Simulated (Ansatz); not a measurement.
# Gap against strain: armchair GaN nanoribbon (N = 6, H edges)

How it was computed: Ansatz 0.2.0, plane waves with PAW datasets, PBE, Fermi-Dirac smearing of 0.05 eV, no spin-orbit coupling. The period is scaled from its relaxed value of 5.572 Å and the atoms relax, within the symmetry of the start, at each strain ε (in %); gaps, in eV, are read on a band path.

| period (Å) | energy (eV a cell) | place of the conduction minimum (Γ = 0, Z = 1) | ε | gap |
| --- | --- | --- | --- | --- |
| 5.349 | +0.230 | 0.00 | −4 | 2.833 |
| 5.572 | 0.000 | 0.00 | 0 | 2.75 |
| 5.684 | +0.057 | 0.00 | 2 | 2.673 |
| 5.795 | +0.228 | 0.00 | 4 | 2.568 |
| 5.907 | +0.510 | 0.00 | 6 | 2.423 |

One run is withheld: period (Å) = 5.461, with ε = −2. Fit a straight line gap = a + b × ε to the 5 rows shown and predict it.

**Fit.** The means are 1.6 for ε and 2.649 for gap. The sum of products of deviations is −2.372 and the sum of squares in ε is 59.2, so b = −2.372 / 59.2 = −0.04007 and a = 2.649 − (−0.04007) × 1.6 = 2.714. The residuals' standard deviation, with 3 degrees of freedom, is σ = 0.05.

**Prediction.** gap = 2.714 + (−0.04007) × −2 = 2.794. The run gave 2.803, so the prediction less the run is −0.009. The standard error of a prediction there, σ√(1 + 1/5 + (−2 − 1.6)²/59.2), is 0.059, and the miss is 0.15 times that, for a point between the fitted rows. With so few rows σ is itself uncertain.

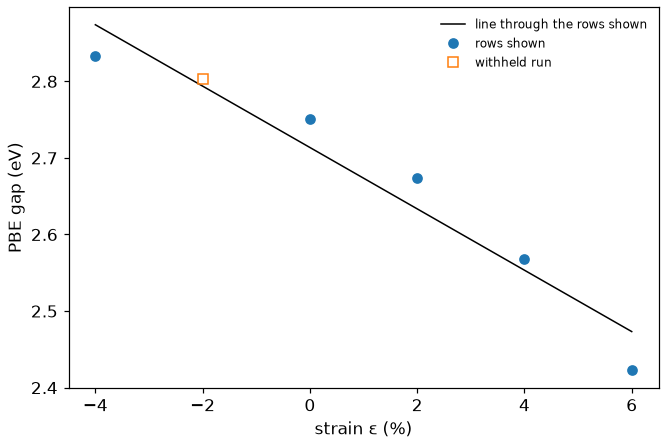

The fitted line, the rows shown and the withheld run.

The gap narrows at every step from compression to tension.

Caveats: Kohn-Sham gaps of a wire among periodic images, which in a check on one flat ribbon (7 Å apart) lowered the gap by 0.2 eV and flattened the slope; the slope b × 100 is a mean deformation potential of the gap, in eV per unit strain. Between neighbouring runs it lies between −7.3 and −1.5 eV, so a bend, a kink or scatter between runs makes one line a rough account. The unstrained row comes from a denser mesh than the others, which shifts its energy a little. Series of this kind are told only where this holds: a gap at every strain (compound wires with polar facets were set aside first). 88 of 101 did.
